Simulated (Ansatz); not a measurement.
# CH7ClSi3: ladder of methods at one geometry

How do the methods compare on CH7ClSi3, in result and in cost? Wanted for CH7ClSi3: a ladder of methods at one geometry. SMILES: C[SiH]1[SiH2][SiH]1Cl.

Computed with the Python package of Ansatz 0.2.0. The levels of theory stand in the script.

### Step 1. The structure

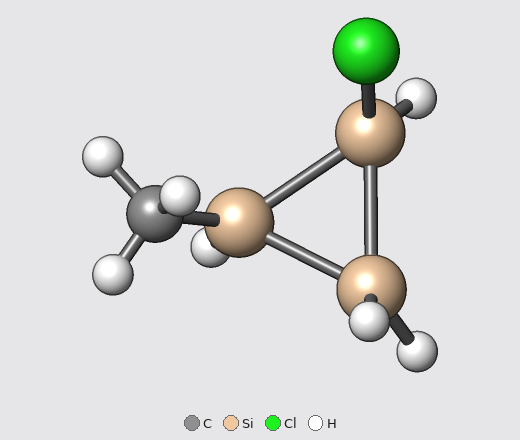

The starting structure, viewed from a chosen angle; carbon grey, silicon light orange, chlorine green, hydrogen white.

ch7clsi3.xyz, read by the script:

```xyz
12

C    -1.54920    0.73820   -0.61680
Si   -0.12520   -0.25910   -0.83680
Si    0.47820   -1.35010    1.04290
Si    1.78710    0.38240    0.27010
Cl    1.55280    2.10000    1.29220
H    -1.64460    1.28460    0.35040
H    -1.60830    1.58100   -1.37600
H    -2.47880    0.21590   -0.74480
H     0.03790   -1.00840   -2.06080
H     0.99960   -2.73400    0.82080
H    -0.43900   -1.13020    2.21180
H     3.06650    0.12440   -0.31890
```

### Step 2. Script

The input, methods_ch7clsi3.py:

```python
# -*- coding: utf-8 -*-
"""One geometry of CH7ClSi3, method by method."""

from pathlib import Path

import ansatz as az
import numpy as np


def main():
    mol = az.Crystal.molecule_from_extxyz("ch7clsi3.xyz")

    model = mol.calculation().basis(gaussian="cc-pVDZ")

    print("functional    E (Ha)        dipole (D)   HOMO (eV)  LUMO (eV)")
    for name in ["hf", "lda", "cam_b3lyp", "r2scan", "hse06"]:
        summary = model.functional(name).forces().orbitals().run(threads=1, backend="cpu", runs_dir="runs").report
        lines = Path(summary["orbitals_path"]).read_text().splitlines()
        field_of = lambda key: [line.split("=")[1].strip() for line in lines if line.startswith(key)]
        orbitals = [(27.211386 * float(e), s, float(n)) for e, s, n in zip(field_of("Ene="), field_of("Spin="), field_of("Occup="))]
        homo = max(e for e, _, n in orbitals if n > 0.5)
        lumo = min(e for e, _, n in orbitals if n < 0.5)
        dipole = 4.803205 * np.linalg.norm(summary["charge_distribution"]["dipole_moment_e_ang"])
        print(f"{name:10s} {summary['free_energy_ev'] / 27.211386246:14.6f} {dipole:9.3f} {homo:11.3f} {lumo:10.3f}")


if __name__ == "__main__":
    main()
```

### Step 3. The calls as engine input

The package turns the script's settings into the engine's input (first run):

```yaml
crystal:
  periodic: [false, false, false]
  atoms:
    - { symbol: C, position_ang: [-1.5492, 0.7382, -0.6168] }
    - { symbol: Si, position_ang: [-0.1252, -0.2591, -0.8368] }
    - { symbol: Si, position_ang: [0.4782, -1.3501, 1.0429] }
    - { symbol: Si, position_ang: [1.7871, 0.3824, 0.2701] }
    - { symbol: Cl, position_ang: [1.5528, 2.1, 1.2922] }
    - { symbol: H, position_ang: [-1.6446, 1.2846, 0.3504] }
    - { symbol: H, position_ang: [-1.6083, 1.581, -1.376] }
    - { symbol: H, position_ang: [-2.4788, 0.2159, -0.7448] }
    - { symbol: H, position_ang: [0.0379, -1.0084, -2.0608] }
    - { symbol: H, position_ang: [0.9996, -2.734, 0.8208] }
    - { symbol: H, position_ang: [-0.439, -1.1302, 2.2118] }
    - { symbol: H, position_ang: [3.0665, 0.1244, -0.3189] }
basis:
  gaussian:
    orbitals: cc-pVDZ
hamiltonian:
  xc: hf
output:
  orbitals: {}
  forces: true
```

### Step 4. Running it

The run is started by

```bash
python methods_ch7clsi3.py
```

What it wrote:

```text
functional    E (Ha)        dipole (D)   HOMO (eV)  LUMO (eV)
hf           -1368.228549     1.412      -8.683      2.545
lda          -1365.602932     1.419      -5.467     -1.856
cam_b3lyp    -1370.974153     1.358      -7.575      0.354
r2scan       -1370.856032     1.402      -5.657     -1.568
hse06        -1370.398031     1.396      -6.048     -1.281
```

Run time: 44 s. Hardware: 1 thread of Arm Neoverse V1, shared host; peak memory 0.44 GiB.

### Step 5. What changed from run to run

The engine's inputs for some of the other runs:

Run 2, against run 1:

```diff
@@ -20 +20 @@
-  xc: hf
+  xc: lda
```

Run 4, against run 1:

```diff
@@ -20 +20 @@
-  xc: hf
+  xc: r2scan
```

Run 5, against run 1:

```diff
@@ -20 +20 @@
-  xc: hf
+  xc: hse06
```

### Step 6. Run by run

The 5 runs, in the order started:

| run | functional | energy (eV) | SCF cycles | CPU time (s) |
| --- | --- | --- | --- | --- |
| 1 | hf | -37231.3955 | 12 | 4.6 |
| 2 | lda | -37159.9489 | 18 | 4.2 |
| 3 | cam_b3lyp | -37306.1072 | 18 | 11 |
| 4 | r2scan | -37302.8930 | 18 | 14 |
| 5 | hse06 | -37290.4301 | 18 | 10 |

Totals under unlike functionals or potentials can't be compared directly.

The fields below are those of run 1.

### Step 7. Orbitals and fields

Orbitals, density, ELF and potential are computed afterwards from the orbital file.

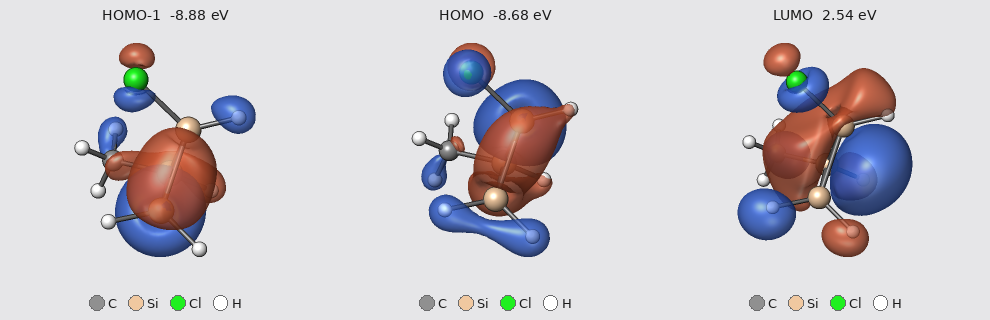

Hartree-Fock/cc-pVDZ orbitals near the gap, drawn at the value that encloses 70 % of each; the two colours are the two signs.

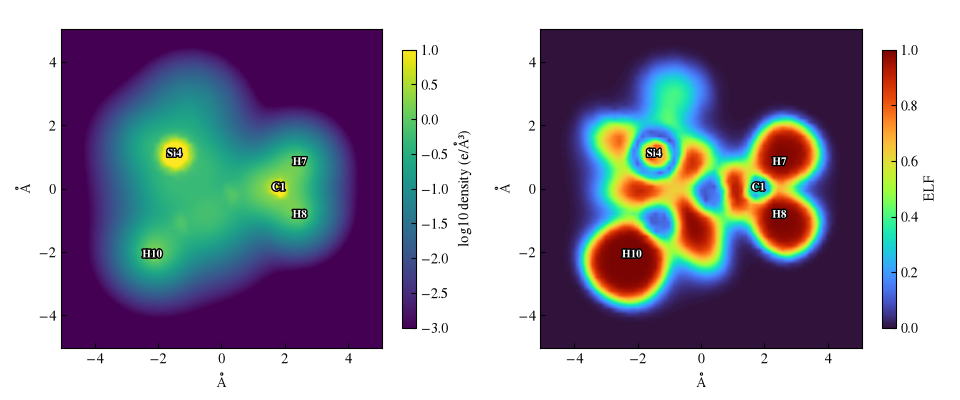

Density (left) and ELF (right) in a plane through or near 5 of the atoms.

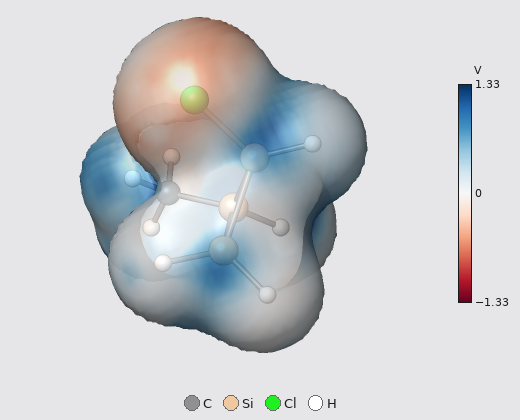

Electrostatic potential on the surface of density 0.002 e/bohr³; red is low, blue high. It runs from -0.51 V near Cl5 to 1.33 V near H12.

### Step 8. What came out

```
                                              quantity     value
                                         runs compared         5
HOMO-LUMO gap of the mean field (Hartree-Fock/cc-pVDZ)  11.23 eV
```

What this shows: All 5 runs converged (12 to 18 cycles). Notes:
- The geometry is a force-field or estimated start, not a minimum of this method, and the basis set is short of its limit. A lower total doesn't mark the better method: functionals have no common bound, and MP2 and coupled cluster aren't variational.
- Levels such as HOMO and LUMO are orbital energies: with these approximate functionals they aren't the ionisation energy and electron affinity, and their gap isn't the fundamental gap.
- For Al to Cl the sets with a tight d function, cc-pV(X+d)Z, are usual.
- hse06 follows the composition of plane-wave codes, whose totals differ by tens of mHa, up to about 0.1 Ha, from the form usual in Gaussian-basis programs (wpbeh).
